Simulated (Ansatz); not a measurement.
# Lattice dynamics of Ta2C monolayer, part 2 of 2

Aim: the vibrations of Ta2C monolayer, their spectra, and whether the structure is stable.

Ansatz 0.2.0; DFT PBEsol, scalar-relativistic, plane waves, PAW; PAW set soft_1.

So far. Step 3 (Relaxing to small forces for the phonons): The largest force component left is 0.15 meV/Å, within the tolerances set.

### 4. Modes at Γ

The zone centre comes first: it holds the modes that light can see, as far as symmetry allows. No field response is asked, since the mesh shows no gap.

input.yaml reads:

```yaml
crystal:
  lattice:
    - [3.0577039365, 0.0, 0.0]
    - [-1.5288519683, 2.6480492863, 0.0]
    - [0.0, 0.0, 28.6]
  atoms:
    - { symbol: C, position: [0.0, 0.0, 0.3496503497] }
    - { symbol: Ta, position: [0.3333333333, 0.6666666667, 0.3917690468] }
    - { symbol: Ta, position: [0.6666666667, 0.3333333333, 0.3075316525] }
  periodic: [true, true, false]
kpoints:
  mp_grid: { grid: [18, 18, 1] }
hamiltonian:
  xc: pbesol
  pseudopotentials: { kind: paw, azcp: { folder: soft_1 }, xc_functional: pbe }
scf:
  occupations: { method: methfessel_paxton, width: 0.2 }
output:
  eigenvalues: true
phonons:
  method: dfpt
```

On the command line:

```bash
$ ansatz run input.yaml --threads 4 --pin off --max-ram 16384MiB --backend cpu --events-out ev --progress --plain --runs-dir out
```

Numbers of over 12 decimals in the logs are rounded to 6 here.

Output:

```text
Warning: crystal.symmetry: narrowed to the stabiliser of the run's FFT grids — unitary ops 12 → 6. A phonons.method: dfpt run fills in the rows of the dynamical matrix that it does not solve by its symmetry operations, which is exact only for operations that map its FFT grids onto themselves: filled in by any other, the frequencies could depend on the order in which like atoms are typed, or, by more than the grids' own error, on where the crystal sits among the grids' points. Excluded: 6 operations. The run can therefore solve more perturbations, solve them on more k-points, or both, and cost more. [rest of the remark cut]
[...]
Crystal: 3 atoms, lattice volume = 231.573 Å³
Basis set: ecut = 420 eV, 4499 PW (Γ), exchange–correlation on 48×48×384 points (8 copies of the dense FFT grid, shifted against one another)
Bands: 19, of which v1, the nominal top of the filled ones, is band 15 counted from 1 (14 counted from 0)
Symmetry: 12 space group operations
k-points: 91 of 324 (irreducible under 2 space group operations, time reversal used)
[...]
SCF iter   1: F=—  HF=-19864.203562 eV  |F-HF|=—  |Δ(HF+E_count)|=         —  Δρ=5.08e-2  dr2=1.82e1  ethr=3.10e-3  ⟨swp⟩=10.9  Hψ=14094  notcnv=0
[...]
SCF iter  12: F=-19860.435711 eV  HF=-19860.435711 eV  |F-HF|=7.28e-12  |Δ(HF+E_count)|=  2.40e-10  S|Δr|=    0.00e0  Δρ=1.05e-8  dr2=3.28e-13  ethr=1.00e-12  ⟨swp⟩=15.6  Hψ=16018  notcnv=0
SCF 1 converged in 12 iterations: F = -19860.435711 eV  dr2 = 3.28e-13
[...]
DFPT response loops at Γ: preconditioner auto → none (partly filled bands, converged f_vac=0.742); β = 0.50; Broyden in place of MSR1
SCF converged after 12 iterations
[...]
Free energy (F): -19860.435711 eV
[...]
Internal energy: -19860.434479 eV  (E = F + TS)
E sigma→0 (E₀):  -19860.435403 eV
Entropy (-TS):   -0.001232 eV (-0.411 meV/atom)
Fermi energy:    -4.866592 eV
[...]
--- Band table (eV; the first three rows and the last of 91) ---
  k-point 0: bands = [... 11 lower, -9.1309, -6.6092, -5.6793, -5.4599, -4.9352, -4.9352, -2.9928, -2.9928]
  k-point 1: bands = [... 11 lower, -9.1137, -6.5557, -5.7623, -5.3729, -5.0447, -4.8566, -3.1815, -3.0536]
  k-point 2: bands = [... 11 lower, -9.0713, -6.4635, -5.9740, -5.3812, -5.1104, -4.6296, -3.4135, -3.1260]
  k-point 90: bands = [... 11 lower, -9.4089, -6.7471, -5.9819, -5.4052, -4.2785, -2.7288, -2.3335, -1.0254]
--- Phonons (Γ-DFPT): 6 representative perturbations + reference, on 91 of 324 k-points (Σ response iterations 33) ---
  ASR residual: 2.217e-5 → 0.000e0 eV/Å²; symmetrization residual: 1.151e-5 eV/Å²
  The last average, over the group as it would stand without the narrowing to the FFT grids, took up to 6.787e-7 eV/Å² of the zone centre's force constants
  ASR residual per site (eV/Å²): 2.22e-5 1.08e-5 1.14e-5
  Γ frequencies (cm⁻¹): 0.00 0.00 0.00 124.80 124.80 203.79 618.70 681.09 681.09
  non-analytic LO–TO correction: not included (Born effective charges unavailable; polar crystals: no LO–TO splitting at Γ)
```

The job ended after 1.8 min (4 threads of Arm Neoverse V1, shared host; peak memory 1.5 GiB).

This step gave:

| Property | Result |
| --- | --- |
| sum-rule residual before enforcement | 2.22e-5 eV/Å² |
| point group | -3m |
| highest optical mode at the zone centre (no LO-TO term) | 681.1 cm⁻¹ |
| lowest optical zone-centre mode | 124.8 cm⁻¹ |

Patterns of degenerate modes are one choice out of their space. The modes at Γ (shares of kinetic energy by element, %):

```csv
mode,frequency (cm⁻¹),symmetry,C %,Ta %
1,0.0,acoustic,3,97
2,0.0,acoustic,3,97
3,0.0,acoustic,3,97
4,124.8,Eg,0,100
5,124.8,Eg,0,100
6,203.8,A1g,0,100
7,618.7,A2u,97,3
8,681.1,Eu,97,3
9,681.1,Eu,97,3
```

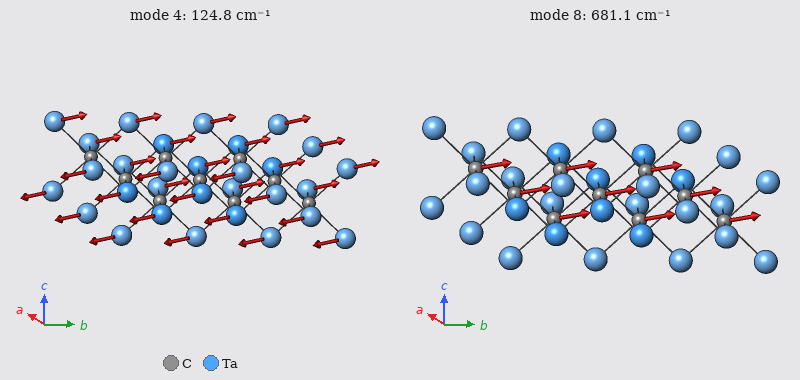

Displacement patterns of modes 4 and 8 at Γ; arrows are exaggerated. 2×2×1 cells are drawn. Some periodic images of atoms are drawn too.

Before it was imposed, the acoustic sum rule was missed by 2.2e-5 eV/Å². Small misses are needed for a sound result but don't prove that mesh and cutoff are converged. The lowest optical mode is real, 125 cm⁻¹.

### 5. The dispersion

Stability and thermal properties need the whole zone. Linear response on a 6×6×1 q mesh gives force constants as far as a supercell of that size would.

Changes to input.yaml since step 4:

```diff
@@ -21 +21,10 @@
   method: dfpt
+  qmesh: [6, 6, 1]
+  temperatures: { t_max: 1000, t_step: 50 }
+  qpath:
+    path:
+      - [0.0, 0.0, 0.0]
+      - [0.5, 0.0, 0.0]
+      - [0.33333333, 0.33333333, 0.0]
+      - [0.0, 0.0, 0.0]
+    npoints: 10
```

Output:

```text
[...]
Crystal: 3 atoms, lattice volume = 231.573 Å³
Basis set: ecut = 420 eV, 4499 PW (Γ), exchange–correlation on 48×48×384 points (8 copies of the dense FFT grid, shifted against one another)
Bands: 19, of which v1, the nominal top of the filled ones, is band 15 counted from 1 (14 counted from 0)
Symmetry: 12 space group operations
k-points: 37 of 324 (irreducible under 6 space group operations, time reversal used)
[...]
SCF iter   1: F=—  HF=-19864.203565 eV  |F-HF|=—  |Δ(HF+E_count)|=         —  Δρ=5.08e-2  dr2=1.82e1  ethr=3.10e-3  ⟨swp⟩=10.8  Hψ=5728  notcnv=0
[...]
SCF iter  12: F=-19860.435711 eV  HF=-19860.435711 eV  |F-HF|=2.91e-11  |Δ(HF+E_count)|=  2.26e-10  S|Δr|=    0.00e0  Δρ=1.76e-8  dr2=7.23e-13  ethr=1.00e-12  ⟨swp⟩=16.0  Hψ=6484  notcnv=0
SCF 1 converged in 12 iterations: F = -19860.435711 eV  dr2 = 7.23e-13
[...]
phonons: the bands overlap, so this run is a metal and interpolates without the dipole-dipole term. If the crystal is really an insulator or semiconductor, its LO-TO splitting is missing
NSCF: frozen V_eff on 37 k-points
WARN: eigensolver did not converge (k=6): 1 band(s) unlocked after 2 eigensolves, warm-restarted (20 sweeps on the last) at ethr=1.20e-12 eV (storage-precision floor; scheduled 1.00e-12 eV) (lowest unlocked band 18, counted from 0; max residual 1.26e-5 eV among the unlocked bands, 1.26e-5 eV over every band; other slots of this pass that fall short are told together in one closing line; warning suppressed until the next SCF loop or pass starts)
WARN: eigensolver did not converge in 12 slots of this pass, the one above among them; of largest residual over every band (k=33): 1 band(s) unlocked (lowest unlocked band 18, counted from 0; max residual 8.55e-4 eV among the unlocked bands, 8.55e-4 eV over every band); of lowest unlocked band (k=6): band 18
[...]
DFPT response loops at q = (0, 0, 0) (fractional): preconditioner auto → none (partly filled bands, converged f_vac=0.742); β = 0.50; Broyden in place of MSR1
[...]
SCF converged after 12 iterations
[...]
Free energy (F): -19860.435711 eV
[...]
Internal energy: -19860.434479 eV  (E = F + TS)
E sigma→0 (E₀):  -19860.435403 eV
Entropy (-TS):   -0.001232 eV (-0.411 meV/atom)
Fermi energy:    -4.866592 eV
[...]
--- Band table (eV; the first three rows and the last of 37) ---
  k-point 0: bands = [... 11 lower, -9.1309, -6.6092, -5.6793, -5.4599, -4.9352, -4.9352, -2.9928, -2.9928]
  k-point 1: bands = [... 11 lower, -9.1137, -6.5557, -5.7623, -5.3729, -5.0447, -4.8566, -3.1815, -3.0536]
  k-point 2: bands = [... 11 lower, -9.0713, -6.4635, -5.9740, -5.3812, -5.1104, -4.6296, -3.4135, -3.1260]
  k-point 36: bands = [... 11 lower, -9.1387, -5.8535, -5.7216, -5.7216, -4.3198, -2.3183, -2.3183, -1.2645]
--- Phonons (Γ-DFPT): 6 representative perturbations + reference (Σ response iterations 33) ---
  ASR residual: 3.401e-5 → 0.000e0 eV/Å²; symmetrization residual: 4.045e-6 eV/Å²
[...]
ASR residual per site (eV/Å²): 3.40e-5 9.03e-6 1.37e-5
  Γ frequencies (cm⁻¹): 0.00 0.00 0.00 124.80 124.80 203.79 618.70 681.09 681.09
--- Phonons (arbitrary-q DFPT): 7 irreducible q on the 6×6×1 mesh ---
  q = [0.0000, 0.0000, 0.0000] (star 1, of the zone-centre solve; hermiticity 4.08e-7, symmetrization 3.56e-11, taken by the last average 1.17e-7): -0.00 0.00 0.00 124.80 124.80 203.79 618.70 681.09 681.09
  q = [0.0000, 0.1667, 0.0000] (star 6, 9 solved perturbations on 171 of 324 k-point pairs; hermiticity 4.83e-7, symmetrization 2.59e-10, taken by the last average 1.11e-7): 34.94 59.66 106.24 126.75 133.69 197.69 631.87 681.92 698.73
[...]
q = [0.1667, 0.1667, 0.0000] (star 6, 6 solved perturbations in 1485 linear systems a pass and spin channel, the states on 324 of 324 k-point pairs; hermiticity 3.22e-7, symmetrization 1.84e-10, taken by the last average 1.09e-7): 75.76 109.03 129.64 150.24 150.55 194.61 634.16 690.71 703.54
[...]
sum rule: each row above includes the acoustic sum rule's correction from the zone centre's row sums; it moved no ω² by more than (0.88 cm⁻¹)²
  mesh force constants: q→R imaginary residual 2.15e-18; ASR residual 3.401e-5 → 0.000e0 eV/Å²; symmetrization residual 1.421e-14 eV/Å²
  interpolated dispersion: 31 rows × 9 modes
  density of states and harmonic sums: on the 24×24×1 q-mesh, interpolated from the force constants of a 6×6×1 supercell (no non-analytic term)
  largest difference from the sums on the solved wave vectors: F 2.71e-2 eV, S 3.38e-5 and C_V 6.73e-6 eV/K
  zero-point energy: 0.177884 eV/cell   skipped modes (ω ≤ 0): 3   left out of the sums: 5.79e-4 of the cell's modes: C_V's classical limit lies that fraction below 3 k_B per atom; for a crystal, a wire or a layer, F and S can be off by more, and a phonons.interpolated_qmesh denser along its periods is the remedy for the sampling
```

It took 25 min on 4 threads; peak memory 3.2 GiB; 1.7 h of CPU time.

This step gave:

* sum-rule residual before enforcement: 3.40e-5 eV/Å²
* lowest frequency on the path: 0 cm⁻¹
* highest frequency on the path or at a solved wavevector: 720.7 cm⁻¹
* mean frequency: 319 cm⁻¹
* lowest mode on the q mesh (acoustic modes at Γ apart): 34.94 cm⁻¹
* zero-point energy per atom: 59.29 meV
* heat capacity at 300 K: 19.65 J/(mol atoms K)
* vibrational entropy at 300 K: 26.21 J/(mol atoms K)
* edges of the widest gap between branches, on path and mesh: 203.8, 613.9 cm⁻¹

Frequencies (cm⁻¹) solved at each irreducible wavevector; negative means imaginary. Frequencies by wavevector, by row:

```csv
q in reciprocal lattice units,star,mode 1,mode 2,mode 3,mode 4,mode 5,mode 6,mode 7,mode 8,mode 9
0 0 0,1,0,0,0,124.8,124.8,203.8,618.7,681.1,681.1
0 0.1667 0,6,34.9,59.7,106.2,126.8,133.7,197.7,631.9,681.9,698.7
0 0.3333 0,6,95.9,119.2,139.3,143.5,164.7,195.2,625.1,682.7,716.3
0 -0.5 0,3,117.1,144.6,147.3,149.2,173.7,198.2,613.9,704.7,720.6
0.1667 0.1667 0,6,75.8,109,129.6,150.2,150.6,194.6,634.2,690.7,703.5
0.1667 0.3333 0,12,113,137.1,142.1,158.3,171.7,195.1,633.1,701.8,717.2
0.3333 0.3333 0,2,109.2,138.7,138.7,169.8,169.8,186.7,652.9,700.9,700.9
```

Interpolated from a 6×6×1 q mesh. Phonon branches along the path, in cm⁻¹:

```csv
point,branch 1,branch 2,branch 3,branch 4,branch 5,branch 6,branch 7,branch 8,branch 9
Γ,0,0,0,125,125,204,619,681,681
M,117,145,147,149,174,198,614,705,721
K,109,139,139,170,170,187,653,701,701
Γ,0,0,0,125,125,204,619,681,681
```

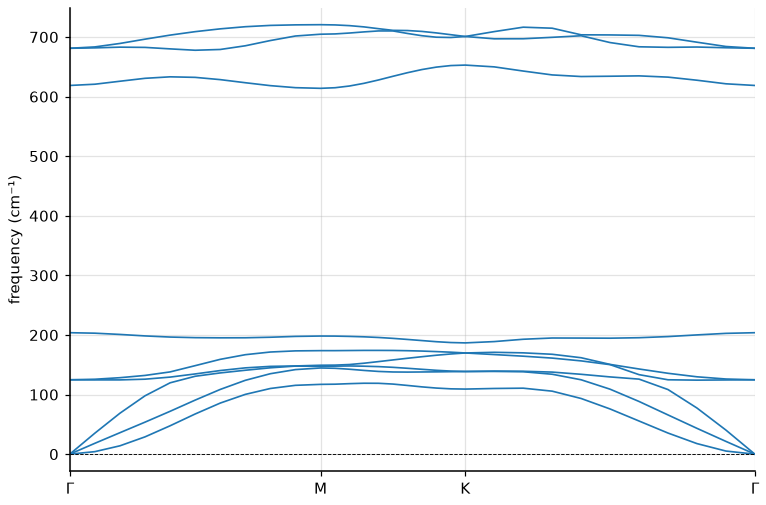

Phonon branches along the path.

The phonon density of states has structure finer than the step of the table below, so its rows give means over 50 cm⁻¹, whole bins alone (the curve runs from 5 to 725 cm⁻¹). Peaks (cm⁻¹: height): 135.0: 0.0970, 195.0: 0.0910, 635.0: 0.0478, 715.0: 0.0569.

Tetrahedra on a 24×24×1 mesh, mean over bins of 10 cm-1. Interpolated from a 6×6×1 q mesh. Phonon density of states against wavenumber; means over each step:

```csv
wavenumber (cm⁻¹),phonon density of states (1/cm⁻¹/cell)
50,0.00769
100,0.0258
150,0.0608
200,0.0239
250,0
300,0
350,0
400,0
450,0
500,0
550,0
600,0.00506
650,0.0155
700,0.0391
```

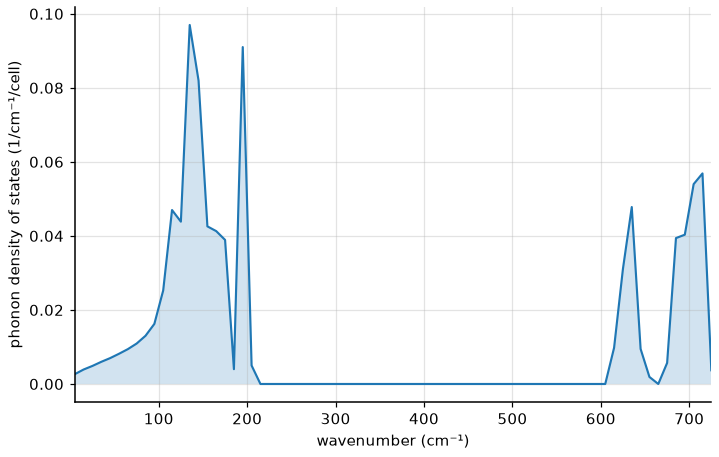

Phonon density of states against wavenumber.

The partial phonon density of states has structure finer than the step of the table below, so its rows give means over 50 cm⁻¹, whole bins alone (the curve runs from -10 to 752 cm⁻¹). Peaks (cm⁻¹: height): C 632.4: 0.0427, 704.3: 0.053; Ta 138.6: 0.096, 196.1: 0.0668.

Phonopy on the run's constants, 21x21x1 mesh, Gaussian sigma 5.4 cm-1. Interpolated from a 6×6×1 q mesh. The partial phonon density of states by wavenumber; means over each step; values in 1/cm⁻¹/cell:

```csv
wavenumber (cm⁻¹),C,Ta
50,2.5e-4,0.00742
100,6.7e-4,0.0249
150,4.7e-4,0.0612
200,8.1e-5,0.0233
250,0,0
300,0,0
350,0,0
400,0,0
450,0,0
500,0,0
550,0,0
600,0.00540,2.0e-4
650,0.0149,5.7e-4
700,0.0372,7.5e-4
```

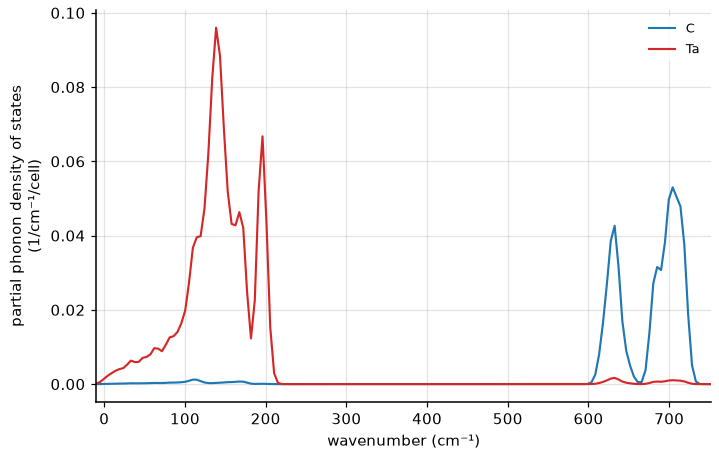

Partial phonon density of states against wavenumber.

Harmonic thermodynamic functions per atom, from the density of states. Interpolated from a 6×6×1 q mesh. Thermodynamic functions, by row:

```csv
T (K),F_vib (meV/atom),S (J/mol-atom/K),C_V (J/mol-atom/K)
0,59.29,0,0
100,55.82,8.873,11.94
200,41.16,18.83,16.75
300,17.66,26.21,19.65
400,-12.68,32.13,21.42
500,-48.6,37.04,22.49
600,-89.2,41.2,23.15
700,-133.8,44.8,23.58
800,-181.9,47.97,23.88
900,-233.1,50.8,24.09
1000,-287.1,53.34,24.24
```

Symmetry leaves 7 wavevectors to solve. The lowest mode among them, the acoustic zeros apart, lies at q = (0, 0.167, 0) and is real, 34.9 cm⁻¹.

### 6. Another isotope

An isotope changes the mass and not the force constants, so no new electronic calculation is needed; the shifts show which modes move this element.

The same force constants with the mass of C changed from 12.011 to 13.003 u (phonopy, no LO-TO term). Both lists are sorted by frequency; levels can cross, so a row need not hold one and the same mode. Modes under 3 cm⁻¹ are left out. Isotope shifts, by row:

```csv
q,rank,natural mass (cm⁻¹),changed mass (cm⁻¹)
0 0 0,4,124.8,124.8
0 0 0,5,124.8,124.8
0 0 0,6,203.8,203.8
0 0 0,7,618.7,595.4
0 0 0,8,681.1,655.5
0 0 0,9,681.1,655.5
0 0.1667 0,1,34.95,34.89
0 0.1667 0,2,59.66,59.59
0 0.1667 0,3,106.2,106.2
0 0.1667 0,4,126.8,126.7
0 0.1667 0,5,133.7,133.7
0 0.1667 0,6,197.7,197.7
0 0.1667 0,7,631.9,608.2
0 0.1667 0,8,681.9,656
0 0.1667 0,9,698.7,672.4
0 0.3333 0,1,95.94,95.8
0 0.3333 0,2,119.2,119.1
0 0.3333 0,3,139.3,139.3
0 0.3333 0,4,143.5,143.5
0 0.3333 0,5,164.7,164.6
0 0.3333 0,6,195.2,195.2
0 0.3333 0,7,625.1,601.7
0 0.3333 0,8,682.7,656.6
0 0.3333 0,9,716.3,689.1
0 -0.5 0,1,117.1,116.9
0 -0.5 0,2,144.6,144.6
0 -0.5 0,3,147.3,147.2
0 -0.5 0,4,149.2,149.2
0 -0.5 0,5,173.7,173.6
0 -0.5 0,6,198.2,198.2
0 -0.5 0,7,613.9,590.8
0 -0.5 0,8,704.7,677.7
0 -0.5 0,9,720.6,693.1
```

A mode of this element alone would shift by -3.89 %. The highest zone-centre frequency without the field goes from 681.1 to 655.5 cm⁻¹ (-3.8 %). The product of the frequency ratios over all optical modes at Γ is 0.891; the product rule, (m/m′)^(3k/2) (M′/M)^(3/2) with k = 1 such atoms and M the mass of the cell, gives 0.891.

### 7. Summary of results

- space group after relaxation (within 0.01 Å): P-3m1
- area per atom: 2.70 Å²
- electronic character: no gap on this mesh
- highest optical mode at the zone centre (no LO-TO term): 681 cm⁻¹
- lowest optical zone-centre mode: 125 cm⁻¹
- lowest mode on the q mesh (acoustic modes at Γ apart): 34.9 cm⁻¹
- highest frequency on the path or at a solved wavevector: 721 cm⁻¹
- zero-point energy per atom: 59.3 meV
- heat capacity at 300 K: 19.7 J/(mol atoms K)
- vibrational entropy at 300 K: 26.2 J/(mol atoms K)
- imaginary modes on the 6×6×1 q mesh: none

In words: The structure is a minimum as far as tested: no mode is imaginary at the 7 irreducible wavevectors of the 6×6×1 mesh, and the softest away from the acoustic zeros lies at 35 cm⁻¹. The optical modes at Γ span 125 to 681 cm⁻¹. The highest mode in this list at Γ, 681.1 cm⁻¹, is mostly motion of C (97 % of the kinetic energy). On the path and the mesh, the widest gap between branches runs from 204 to 614 cm⁻¹. With no gap, or one that is small against the smearing, the frequencies hang on the k mesh and the smearing, most of all near Kohn anomalies. In a sheet or slab the interpolated bending branch near Γ is rough, since the rotational sum rule isn't imposed. Spin-orbit coupling is left out, which can matter for the heavy elements here. The PAW files were made for PBE and serve the other functionals too. A phonon run warned that its eigensolver left some bands unconverged in a pass. The starting cell was built on a prototype and not taken from a measurement. These are harmonic frequencies at zero temperature: anharmonic shifts, linewidths and thermal expansion are left out.

[Logs are printed without paths, hosts, clocks, repeated set-up lines and the standing remarks that a program may print on its own settings, such as how far it seeks lower states.]

[Hosts, paths, dates, database ids (printed as entryN), source tags and the programs' standing remarks are cut or masked in the printed files.]
